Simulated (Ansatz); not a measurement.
## C10H5Cl: molecular dynamics (part 4 of 4)

The same run, continued: C10H5Cl (slab, 32 atoms in the cell); DFT LDA, scalar-relativistic, plane waves, PAW, PAW set soft_1, no spin polarisation (Ansatz 0.2.0); cutoff 420 eV, 2×2×1 k-mesh, Fermi–Dirac smearing of 0.05 eV. The input holds or restrains some coordinates. It belongs to a series of runs on one base structure; here: dynamics from the start.

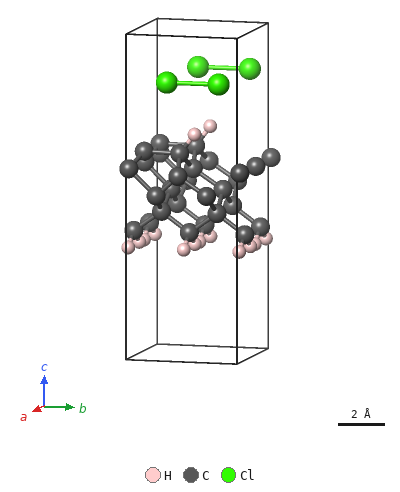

Fig. 1: The geometry at step 249 of the log (ball-and-stick view of the cell of the calculation, with the vacuum cut short, seen slightly off an axis).

### Trajectory as extended XYZ, continued
```
32
Lattice="5.0487 0.0000 0.0000 0.0000 5.0487 0.0000 0.0000 0.0000 18.8356" Properties=species:S:1:pos:R:3:forces:R:3 step=186 time_fs=93.0 energy=-7083.02770 temperature=1596.1
H     2.1598    0.0000    1.0000   -9.1217   0.0324   0.1561
H     0.3646    0.0000    1.0000    9.1072   0.0254   0.1795
H     4.6842    0.0000    1.0000   -9.1075   0.0250   0.1792
H     2.8890    0.0000    1.0000    9.1219   0.0323   0.1563
H     2.1598    2.5244    1.0000   -9.0933   0.0561  -0.0164
H     0.3646    2.5244    1.0000    8.9644   0.0229   0.0256
H     4.6842    2.5244    1.0000   -8.9658   0.0239   0.0248
H     2.8890    2.5244    1.0000    9.0947   0.0568  -0.0176
C     1.2622    0.0000    1.6347    0.1038  -0.0026   1.9984
C     3.7866    0.0000    1.6347   -0.1020  -0.0003   2.0003
C     1.2622    2.5244    1.6347    0.2584   0.2404   0.0855
C     3.7866    2.5244    1.6347   -0.2582   0.2347   0.0855
C     1.2622    1.2622    2.5272   -0.0513   3.0141  -2.6526
C     3.7866    1.2622    2.5272    0.0287   3.0271  -2.6435
C     1.2622    3.7866    2.5272    0.0934  -1.4670  -0.8057
C     3.7866    3.7866    2.5272   -0.1000  -1.4699  -0.8084
C     0.0005    1.4788    3.3443   -0.0245  -6.0766  -2.0402
C     2.5231    1.4881    3.3259    0.0568  -5.8424  -0.0103
C    -0.0004    3.7285    3.3822    0.0233   3.7150   3.2687
C     2.5246    3.7142    3.4188   -0.0140   3.4757   3.0483
C    -0.0001    0.1609    4.2036   -0.0004  -2.8069   0.9981
C     2.5238    0.0586    4.3019    0.0068  -1.6433   1.3050
C     0.0006    2.4661    4.4093   -0.0245   1.3153  -3.5068
C     2.5243    2.4290    4.4602   -0.0009   1.7227  -4.4878
C     1.2451    0.4339    4.9606    0.4920   1.0537  -0.8025
C     3.8029    0.4345    4.9582   -0.4898   1.0623  -0.7427
C     1.2446    2.0225    5.1150    0.4290   0.6750   2.5661
C     3.8043    2.0223    5.1148   -0.4261   0.7125   2.5018
H     1.2019    2.4620    6.1396    0.0935  -0.5807   0.0516
H     3.8464    2.4760    6.1326   -0.0945  -0.6143   0.1145
Cl    0.0230    2.0038    8.6539    0.1080  -0.9041  -0.0694
Cl   -0.3822    3.9798    8.6803   -0.1074   0.8849  -0.1409
32
Lattice="5.0487 0.0000 0.0000 0.0000 5.0487 0.0000 0.0000 0.0000 18.8356" Properties=species:S:1:pos:R:3:forces:R:3 step=207 time_fs=103.5 energy=-7083.18211 temperature=1671.0
H     2.1598    0.0000    1.0000   -9.0606  -0.0384   0.0965
H     0.3646    0.0000    1.0000    9.0328  -0.0493   0.1350
H     4.6842    0.0000    1.0000   -9.0323  -0.0492   0.1353
H     2.8890    0.0000    1.0000    9.0606  -0.0382   0.0967
H     2.1598    2.5244    1.0000   -9.0724   0.0263   0.0804
H     0.3646    2.5244    1.0000    8.9835   0.0136   0.0694
H     4.6842    2.5244    1.0000   -8.9828   0.0135   0.0698
H     2.8890    2.5244    1.0000    9.0723   0.0264   0.0805
C     1.2622    0.0000    1.6347    0.2068  -0.1367   2.1278
C     3.7866    0.0000    1.6347   -0.2075  -0.1404   2.1252
C     1.2622    2.5244    1.6347    0.0759   0.0760   1.7588
C     3.7866    2.5244    1.6347   -0.0770   0.0798   1.7572
C     1.2622    1.2622    2.5272   -0.1285   0.4722  -1.4925
C     3.7866    1.2622    2.5272    0.1097   0.4653  -1.4990
C     1.2622    3.7866    2.5272   -0.0256  -0.9293   1.2907
C     3.7866    3.7866    2.5272    0.0237  -0.9264   1.2882
C    -0.0015    1.2661    3.4230    0.0359   3.1686  -4.7597
C     2.5249    1.2909    3.4416   -0.0179   1.5121  -3.9571
C     0.0001    3.7500    3.5323   -0.0061   3.3686  -2.5243
C     2.5241    3.7023    3.5622    0.0003   5.0286  -3.2908
C    -0.0004    0.1241    4.3145   -0.0046  -3.5155  -0.5386
C     2.5241    0.0878    4.3724    0.0061  -3.8752  -0.4909
C    -0.0009    2.5635    4.3752    0.0216  -4.8626   1.5985
C     2.5247    2.5388    4.3859   -0.0152  -4.5543   1.9103
C     1.2769    0.4807    4.8988   -0.9538   1.8571   2.6692
C     3.7711    0.4795    4.9013    0.9631   1.8621   2.6440
C     1.2647    2.0857    5.1771   -0.1435  -0.8895  -1.2114
C     3.7839    2.0911    5.1783    0.1329  -1.0190  -1.3475
H     1.2513    2.0004    6.2633   -0.0402   1.5246   0.6683
H     3.7967    1.9884    6.2597    0.0434   1.5705   0.8190
Cl   -0.0173    1.9636    8.5731   -0.0451  -0.7947  -0.1035
Cl   -0.3422    4.0162    8.5897    0.0446   0.7534  -0.2044
32
Lattice="5.0487 0.0000 0.0000 0.0000 5.0487 0.0000 0.0000 0.0000 18.8356" Properties=species:S:1:pos:R:3:forces:R:3 step=228 time_fs=114.0 energy=-7082.19444 temperature=1194.4
H     2.1598    0.0000    1.0000   -9.0705  -0.0486   0.0489
H     0.3646    0.0000    1.0000    9.0732  -0.0452   0.0180
H     4.6842    0.0000    1.0000   -9.0731  -0.0443   0.0186
H     2.8890    0.0000    1.0000    9.0707  -0.0485   0.0487
H     2.1598    2.5244    1.0000   -9.0492   0.0659   0.0937
H     0.3646    2.5244    1.0000    9.0662   0.0249   0.1446
H     4.6842    2.5244    1.0000   -9.0671   0.0247   0.1435
H     2.8890    2.5244    1.0000    9.0501   0.0655   0.0929
C     1.2622    0.0000    1.6347   -0.0489  -0.3802   0.3841
C     3.7866    0.0000    1.6347    0.0457  -0.3848   0.3835
C     1.2622    2.5244    1.6347    0.3150   0.3848   1.9696
C     3.7866    2.5244    1.6347   -0.3149   0.3891   1.9639
C     1.2622    1.2622    2.5272    0.6792  -1.3491  -4.2897
C     3.7866    1.2622    2.5272   -0.6661  -1.3474  -4.3079
C     1.2622    3.7866    2.5272   -0.0458   1.9706   1.1544
C     3.7866    3.7866    2.5272    0.0391   1.9655   1.1514
C    -0.0004    1.2255    3.2159    0.0216   2.8436   6.2783
C     2.5254    1.1524    3.3081   -0.0439   4.6598   3.2389
C     0.0002    3.9058    3.5034   -0.0252  -6.3765  -0.5610
C     2.5237    3.9288    3.4985    0.0246  -7.4137  -0.6844
C    -0.0006   -0.0536    4.4362    0.0240   6.3092   0.4944
C     2.5244   -0.0441    4.4417   -0.0099   6.1235   0.4229
C    -0.0009    2.3887    4.3898   -0.0042   1.9319  -1.9657
C     2.5240    2.4154    4.3701    0.0264   0.6747  -1.0964
C     1.2513    0.6087    5.0050    0.2670  -4.5833   0.1256
C     3.7975    0.6082    5.0111   -0.2833  -4.5701   0.0900
C     1.2742    2.0914    5.2264   -0.4928   0.2756  -2.3615
C     3.7735    2.0915    5.2291    0.4925   0.3016  -2.3232
H     1.2635    2.6002    6.2210   -0.0629  -0.7008  -0.0717
H     3.7852    2.6031    6.2268    0.0583  -0.7054  -0.1401
Cl   -0.0587    1.8996    8.4892   -0.1240  -0.1762  -0.0892
Cl   -0.3010    4.0756    8.4929    0.1282   0.1632  -0.3748
32
Lattice="5.0487 0.0000 0.0000 0.0000 5.0487 0.0000 0.0000 0.0000 18.8356" Properties=species:S:1:pos:R:3:forces:R:3 step=249 time_fs=124.5 energy=-7082.97581 temperature=1571.4
H     2.1598    0.0000    1.0000   -9.0979  -0.0206   0.1516
H     0.3646    0.0000    1.0000    9.1051  -0.0098   0.1129
H     4.6842    0.0000    1.0000   -9.1071  -0.0096   0.1126
H     2.8890    0.0000    1.0000    9.1004  -0.0212   0.1506
H     2.1598    2.5244    1.0000   -9.0116  -0.0393   0.0396
H     0.3646    2.5244    1.0000    9.0361  -0.0207   0.0453
H     4.6842    2.5244    1.0000   -9.0392  -0.0182   0.0424
H     2.8890    2.5244    1.0000    9.0141  -0.0389   0.0380
C     1.2622    0.0000    1.6347   -0.2262  -0.0559   1.8146
C     3.7866    0.0000    1.6347    0.2239  -0.0508   1.8142
C     1.2622    2.5244    1.6347   -0.0349   0.1753   0.8677
C     3.7866    2.5244    1.6347    0.0376   0.1653   0.8664
C     1.2622    1.2622    2.5272   -0.0964   0.0053  -1.8907
C     3.7866    1.2622    2.5272    0.1048   0.0143  -1.8892
C     1.2622    3.7866    2.5272   -0.0694  -0.8180   0.3620
C     3.7866    3.7866    2.5272    0.0597  -0.8121   0.3441
C     0.0013    1.3672    3.3825   -0.0741  -6.3013  -3.9843
C     2.5235    1.3447    3.3540    0.0609  -4.6714  -1.9537
C    -0.0013    3.6569    3.4518    0.0276   3.7069   1.1922
C     2.5251    3.6994    3.4196   -0.0174   2.1432   2.4853
C     0.0004    0.1303    4.5368   -0.0362  -4.1644  -2.3751
C     2.5243    0.1446    4.4937    0.0094  -3.8558  -2.0420
C    -0.0009    2.3620    4.2829   -0.0114   5.3571   2.7418
C     2.5246    2.3480    4.2894   -0.0122   5.4009   1.5627
C     1.2477    0.4774    5.1510    0.8592   2.2302  -0.8583
C     3.8010    0.4776    5.1577   -0.8367   2.1711  -0.8588
C     1.2499    2.0942    5.1132    0.4255   0.2162   0.4360
C     3.7971    2.0908    5.1174   -0.3904   0.3739   0.2874
H     1.2230    2.7526    5.9990    0.0948  -0.5416   0.4892
H     3.8238    2.7726    5.9860   -0.0933  -0.6063   0.5841
Cl   -0.1038    1.8296    8.4022   -0.2473  -0.1239  -0.0995
Cl   -0.2562    4.1409    8.3846    0.2424   0.2198  -0.5879
32
Lattice="5.0487 0.0000 0.0000 0.0000 5.0487 0.0000 0.0000 0.0000 18.8356" Properties=species:S:1:pos:R:3:forces:R:3 step=269 time_fs=134.5 energy=-7083.22105 temperature=1689.8
H     2.1598    0.0000    1.0000   -8.9177  -0.0678  -0.0427
H     0.3646    0.0000    1.0000    8.9318  -0.0692   0.0123
H     4.6842    0.0000    1.0000   -8.9313  -0.0696   0.0130
H     2.8890    0.0000    1.0000    8.9182  -0.0669  -0.0416
H     2.1598    2.5244    1.0000   -8.8598  -0.0433  -0.0198
H     0.3646    2.5244    1.0000    8.8939   0.0002  -0.0931
H     4.6842    2.5244    1.0000   -8.8946   0.0007  -0.0938
H     2.8890    2.5244    1.0000    8.8603  -0.0424  -0.0200
C     1.2622    0.0000    1.6347    0.2134  -0.1890   1.9846
C     3.7866    0.0000    1.6347   -0.2147  -0.1915   1.9792
C     1.2622    2.5244    1.6347   -0.4188   0.0926   1.7232
C     3.7866    2.5244    1.6347    0.4206   0.0928   1.7133
C     1.2622    1.2622    2.5272   -0.2101  -0.9330  -1.8887
C     3.7866    1.2622    2.5272    0.1871  -0.9195  -1.9167
C     1.2622    3.7866    2.5272    0.0457  -0.8488   0.2150
C     3.7866    3.7866    2.5272   -0.0498  -0.8463   0.2072
C    -0.0020    1.2091    3.4161    0.0505   2.2980  -1.2361
C     2.5252    1.2903    3.3521   -0.0190  -0.3904   0.0432
C    -0.0009    3.7050    3.4649    0.0397   4.2301  -0.0472
C     2.5252    3.6570    3.4856   -0.0402   7.3510  -1.8017
C    -0.0002    0.0738    4.4772    0.0206  -1.5432  -0.0880
C     2.5246    0.1168    4.3987   -0.0020  -2.0662   0.1605
C    -0.0013    2.5424    4.2995    0.0251  -5.6161   0.5218
C     2.5247    2.5316    4.2938   -0.0053  -5.7392   1.3854
C     1.2924    0.4545    5.1981   -0.9974   1.7583  -4.0236
C     3.7571    0.4513    5.2045    0.9744   1.7393  -4.0780
C     1.2545    2.1261    5.0439    0.5045   0.1481   3.0371
C     3.7938    2.1305    5.0435   -0.5322   0.0224   3.1388
H     1.2519    2.3992    6.1150   -0.0037   0.7771   0.0155
H     3.7955    2.3775    6.1234    0.0147   0.8664  -0.0285
Cl   -0.1529    1.7598    8.3163   -0.1594  -0.2365  -0.1921
Cl   -0.2074    4.2090    8.2656    0.1554   0.5021  -0.5375
32
Lattice="5.0487 0.0000 0.0000 0.0000 5.0487 0.0000 0.0000 0.0000 18.8356" Properties=species:S:1:pos:R:3:forces:R:3 step=290 time_fs=145.0 energy=-7082.64709 temperature=1413.7
H     2.1598    0.0000    1.0000   -9.0680  -0.0080   0.0184
H     0.3646    0.0000    1.0000    9.0614  -0.0172   0.0163
H     4.6842    0.0000    1.0000   -9.0598  -0.0166   0.0171
H     2.8890    0.0000    1.0000    9.0667  -0.0069   0.0190
H     2.1598    2.5244    1.0000   -9.0580   0.0449   0.1456
H     0.3646    2.5244    1.0000    9.1052   0.0593   0.1391
H     4.6842    2.5244    1.0000   -9.1051   0.0594   0.1386
H     2.8890    2.5244    1.0000    9.0576   0.0444   0.1453
C     1.2622    0.0000    1.6347    0.0044  -0.1671   0.3171
C     3.7866    0.0000    1.6347   -0.0051  -0.1778   0.3236
C     1.2622    2.5244    1.6347   -0.1084   0.1747   2.2583
C     3.7866    2.5244    1.6347    0.1102   0.1838   2.2546
C     1.2622    1.2622    2.5272   -0.0369  -1.3060  -3.1815
C     3.7866    1.2622    2.5272    0.0174  -1.2899  -3.1981
C     1.2622    3.7866    2.5272   -0.0294   2.6069   0.4625
C     3.7866    3.7866    2.5272    0.0353   2.6022   0.4739
C    -0.0016    1.1717    3.3385    0.0745   4.7381   1.6575
C     2.5253    1.1786    3.3229   -0.0515   4.7753   1.1510
C     0.0018    3.9753    3.4631   -0.0538  -9.3153  -1.1055
C     2.5229    3.9797    3.4667    0.0437 -10.0796  -2.1898
C     0.0006   -0.0405    4.4035    0.0062   6.0152   1.4548
C     2.5246   -0.0106    4.3211   -0.0136   6.6463   3.0139
C    -0.0003    2.4118    4.3755   -0.0278   1.3848  -1.0672
C     2.5244    2.4633    4.3731    0.0132   0.2711  -1.5476
C     1.2727    0.5513    4.9664   -0.2551  -1.6995   0.8574
C     3.7762    0.5450    4.9687    0.2656  -1.5351   0.8447
C     1.2883    2.1512    5.1855   -0.9252  -1.6642  -1.1088
C     3.7598    2.1554    5.1850    0.9179  -1.7179  -1.0328
H     1.2736    2.5374    6.2374   -0.1093  -0.4047  -0.2897
H     3.7796    2.5342    6.2473    0.0867  -0.4429  -0.4231
Cl   -0.2083    1.6816    8.2208    0.2368   0.7402  -0.1725
Cl   -0.1522    4.2928    8.1250   -0.1959  -0.4977  -0.3913
```
